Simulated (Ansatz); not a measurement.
# Tc3C, from a guessed structure to a relaxed one, part 2 of 2

Starting from a made-up structure for Tc3C, the aim is the relaxed cell, its shortest contacts and, where a second run follows, its electronic structure.

Ansatz 0.2.0; DFT, PBE, plane-wave PAW, files of the set soft_1, scalar-relativistic, no spin, cell and ions relaxed at zero pressure; PAW set ansatz+soft_1 (the session's first sound run).

So far: The starting structure; Relaxing cell and atoms. The relaxed cell has a, b, c = 2.792, 9.161, 7.537 Å (conventional setting).

### Step 3. Electronic structure of the relaxed cell

A second self-consistent run takes a narrower smearing and the mesh shown in its input; the bands follow along the standard path of the relaxed lattice.

This step: DFT, PBE, plane-wave PAW, files of the set soft_1, scalar-relativistic, no spin, bands and density of states at the relaxed cell; PAW set ansatz+soft_1 (Ansatz 0.2.0).

input.yaml reads:

```yaml
crystal:
  lattice:
    - [1.3961154267, -4.5802570075, 0.0]
    - [1.3961154267, 4.5802570075, 0.0]
    - [0.0, 0.0, 7.537136501]
  atoms:
    - { symbol: Tc, position: [0.4108731918, 0.5891268082, 0.75] }
    - { symbol: Tc, position: [0.5891268082, 0.4108731918, 0.25] }
    - { symbol: Tc, position: [0.1272622419, 0.8727377581, 0.9223536779] }
    - { symbol: Tc, position: [0.8727377581, 0.1272622419, 0.0776463221] }
    - { symbol: Tc, position: [0.1272622419, 0.8727377581, 0.5776463221] }
    - { symbol: Tc, position: [0.8727377581, 0.1272622419, 0.4223536779] }
    - { symbol: C, position: [0.7323568496, 0.2676431504, 0.75] }
    - { symbol: C, position: [0.2676431504, 0.7323568496, 0.25] }
kpoints:
  mp_grid: { grid: [12, 12, 4] }
  band_path:
    path:
      - [[0.0, 0.0, 0.0], [0.27322753, 0.27322753, 0.0], [0.0, 0.5, 0.0], [0.0, 0.5, 0.5], [0.27322753, 0.27322753, 0.5], [0.0, 0.0, 0.5], [0.0, 0.0, 0.0], [-0.5, 0.5, 0.0], [-0.27322753, 0.72677247, 0.0], [-0.27322753, 0.72677247, 0.5], [-0.5, 0.5, 0.5], [-0.5, 0.5, 0.0]]
      - [[0.0, 0.0, 0.5], [-0.5, 0.5, 0.5]]
    npoints: 6
scf:
  occupations: { method: fermi_dirac, width: 0.03 }
  n_extra_bands: 12
hamiltonian:
  xc: pbe
  pseudopotentials: { kind: paw, azcp: { C: "soft_1/C.paw.azcp" } }
output:
  forces: true
  stress: true
  write_bands: true
  dos: { projected: true }
  write_density: true
  write_potential: true
  elf: true
  volumetric_format: npy
```

The run is started by

```bash
$ ansatz run input.yaml --threads 4 --pin off --max-ram 10240MiB --backend cpu --events-out ev --progress --plain --runs-dir out
```

Numbers of over 12 decimals in the logs are rounded to 6 here.

The log of the run:

```text
[...]
Crystal: 8 atoms, lattice volume = 96.393 Å³
Basis set: ecut = 500 eV, 2443 PW (Γ), exchange–correlation on 72×72×120 points (8 copies of the dense FFT grid, shifted against one another)
Bands: 61, of which v1, the nominal top of the filled ones, is band 49 counted from 1 (48 counted from 0)
Symmetry: 8 space group operations
[...]
k-points: 129 of 576
[...]
SCF iter   1: F=—  HF=-32891.196567 eV  |F-HF|=—  |Δ(HF+E_count)|=         —  Δρ=6.09e-2  dr2=4.31e0  ethr=3.10e-3  ⟨swp⟩=5.1  Hψ=25002  notcnv=0
[...]
SCF iter   7: F=-32889.989096 eV  HF=-32889.989096 eV  |F-HF|=1.29e-8  |Δ(HF+E_count)|=   6.55e-8  Δρ=6.76e-6  dr2=3.80e-8  ethr=1.02e-10  ⟨swp⟩=13.3  Hψ=51819  notcnv=0
SCF 1 converged in 7 iterations: F = -32889.989096 eV  dr2 = 3.80e-8
[...]
NSCF: frozen V_eff on 74 k-points
SCF converged after 7 iterations
Free energy (F): -32889.989096 eV
[...]
Internal energy: -32889.980185 eV  (E = F + TS)
E sigma→0 (E₀):  -32889.984641 eV
Entropy (-TS):   -0.008912 eV (-1.114 meV/atom)
Fermi energy:    21.992005 eV
[...]
--- Forces (eV/Å), atoms counted from 1 ---
  atom   1  Tc     0.00000000     0.00605973     0.00000000
  atom   2  Tc     0.00000000    -0.00605973     0.00000000
  atom   3  Tc    -0.00000000     0.03435131    -0.04853165
  atom   4  Tc    -0.00000000    -0.03435131     0.04853165
  atom   5  Tc    -0.00000000     0.03435131     0.04853165
  atom   6  Tc    -0.00000000    -0.03435131    -0.04853165
  atom   7  C      0.00000000     0.01071482     0.00000000
  atom   8  C      0.00000000    -0.01071482     0.00000000
  max |Σ_I F_I| component: 1.21e-17 eV/Å
--- Stress (GPa, compression-positive) ---
        0.038994       0.000000       0.000000
        0.000000      -0.086967       0.000000
        0.000000       0.000000       0.005589
  P = ⅓ Tr σ = -0.0141 GPa (-0.141 kbar)
--- Band table (eV; the first three rows and the last of 129) ---
  k-point 0: bands = [... 45 lower, 20.7512, 20.8444, 21.1403, 21.2823, 21.6836, 22.3011, 22.6862, 23.2827, ... 8 higher]
  k-point 1: bands = [... 45 lower, 20.5174, 20.9136, 21.1329, 21.2868, 21.4837, 22.3518, 22.6810, 23.2990, ... 8 higher]
  k-point 2: bands = [... 45 lower, 20.5484, 21.0673, 21.0673, 21.2258, 21.2258, 22.5639, 22.5639, 23.2731, ... 8 higher]
  k-point 128: bands = [... 45 lower, 20.9522, 21.4263, 21.4263, 21.5276, 21.5276, 22.2598, 22.2598, 22.9797, ... 8 higher]
```

Wall time 18 s (4 threads of AMD EPYC 7R13 (Zen 3), shared host); peak memory 1 GiB.

Reading the cycles: dr2 is the Hartree energy of the density residual (eV), the measure of convergence; HF is the Harris–Foulkes estimate of the energy, which meets the free energy F at convergence.

Numbers from this step:

- free energy: -32889.9891 eV
- energy at zero smearing: -32889.9846 eV
- smearing term TS: 0.008912 eV
- Fermi energy: 21.99 eV
- pressure: -0.01413 GPa

bands.tsv at the labelled points (eV, zero at the Fermi level; the bands that come nearest the Fermi level along the path):

```
point  band 47  band 48  band 49  band 50  band 51  band 52  band 53  band 54
    Γ    -1.15    -0.85    -0.71    -0.31     0.31     0.69     1.29     1.32
    X    -0.67     0.05     0.74     1.52     1.67     1.82     2.20     2.21
    S    -0.82     0.77     0.99     1.34     1.43     1.88     2.10     2.47
    R     0.24     0.24     0.75     0.75     1.49     1.49     1.86     1.86
    A    -0.17    -0.17     1.22     1.22     1.49     1.49     1.95     1.95
    Z    -0.92    -0.92    -0.77    -0.77     0.57     0.57     1.28     1.28
    Γ    -1.15    -0.85    -0.71    -0.31     0.31     0.69     1.29     1.32
    Y    -1.21    -1.02    -0.56    -0.30    -0.26     0.85     0.85     0.97
   X1    -0.67     0.05     0.74     1.52     1.67     1.82     2.20     2.21
   A1    -0.17    -0.17     1.22     1.22     1.49     1.49     1.95     1.95
    T    -0.57    -0.57    -0.46    -0.46     0.27     0.27     0.99     0.99
    Y    -1.21    -1.02    -0.56    -0.30    -0.26     0.85     0.85     0.97
    Z    -0.92    -0.92    -0.77    -0.77     0.57     0.57     1.28     1.28
    T    -0.57    -0.57    -0.46    -0.46     0.27     0.27     0.99     0.99
```

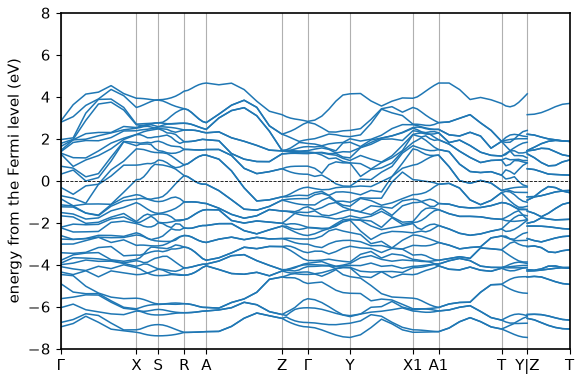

Bands along the path. 26 bands lie wholly below the window drawn.

Counts of states for the cell as run, both spins, by energy window (eV from the Fermi level):

```
from  to  total
  -8  -7   1.06
  -7  -6   5.91
  -6  -5   4.24
  -5  -4   5.78
  -4  -3   7.67
  -3  -2   8.45
  -2  -1   7.59
  -1   0   5.33
   0   1   5.75
   1   2   7.53
```

A further 52.0 states lie below the table's range.

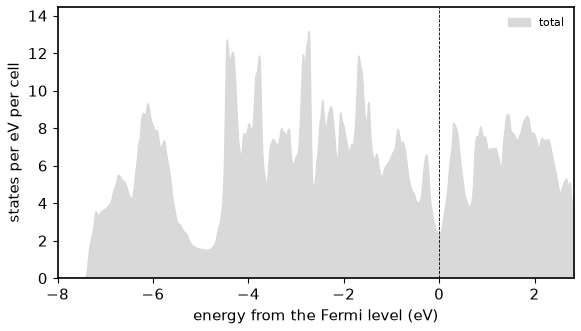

Total density of states, smoothed over about 0.04 eV.

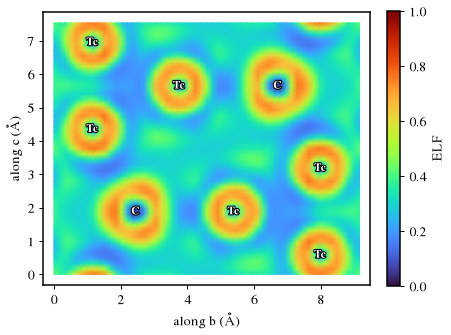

ELF in the bc plane of the conventional cell at fractional x = 0.000, with atoms of Tc and C within 0.2 Å of it. It is the smooth field of the valence electrons, not physical close to the nuclei.

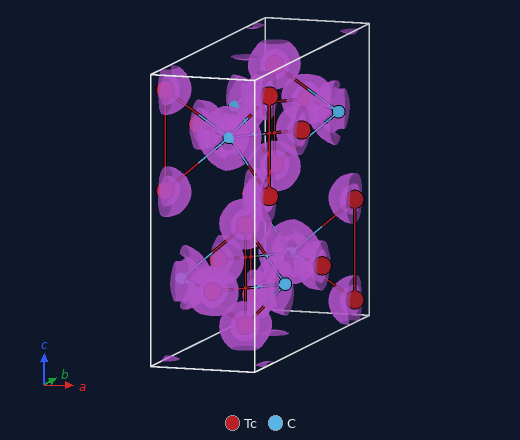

Surface of ELF = 0.68.

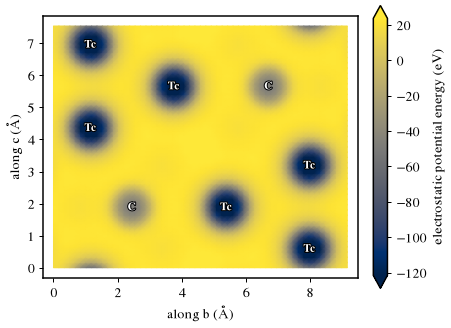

Electrostatic potential energy in the bc plane of the conventional cell at fractional x = 0.000, with atoms of Tc and C within 0.2 Å of it. With pseudopotentials it is smooth inside the atoms' cores, unlike the true potential.

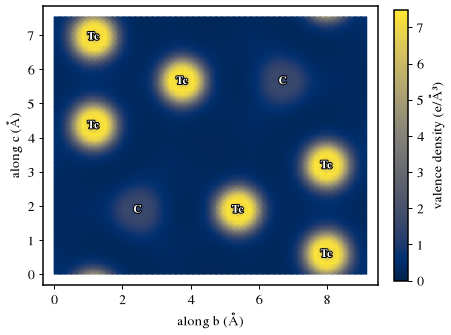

Valence density in the bc plane of the conventional cell at fractional x = 0.000, with atoms of Tc and C within 0.2 Å of it. It is the smooth field of the valence electrons, not physical close to the nuclei.

### Step 4. Summary of results

```yaml
space_group_relaxed: Cmcm
conventional_cell: a = 2.792, b = 9.161, c = 7.537 Å; α = 90.0°, β = 90.0°, γ = 90.0°
volume_per_atom: 12.05 Å³ (guess 12.30)
```

In words: Tc3C relaxes to Cmcm with a = 2.792, b = 9.161 and c = 7.537 Å. The guessed volume was 2 % too large. The space group Cmcm was held in the relaxation, so the end point is a stationary structure within it and may be a saddle against distortions or other arrangements. Bands cross the Fermi level, so it is a metal or semimetal at this level. On the 12×12×4 mesh with the narrower smearing (relaxed on 9×9×4) the largest force component is 0.049 eV/Å and the largest stress component is 0.087 GPa, against the relaxation's thresholds of 0.015 eV/Å and 0.05 GPa. The cutoff wasn't tested. No dispersion term is used, so weakly bound directions may come out too long. Nothing here tests whether the compound is stable against decomposition.

[Logs are printed without paths, hosts, clocks, repeated set-up lines and the standing remarks that a program may print on its own settings, such as how far it seeks lower states.]

[Hosts, paths, dates, database ids (printed as entryN), source tags and the programs' standing remarks are cut or masked in the printed files.]
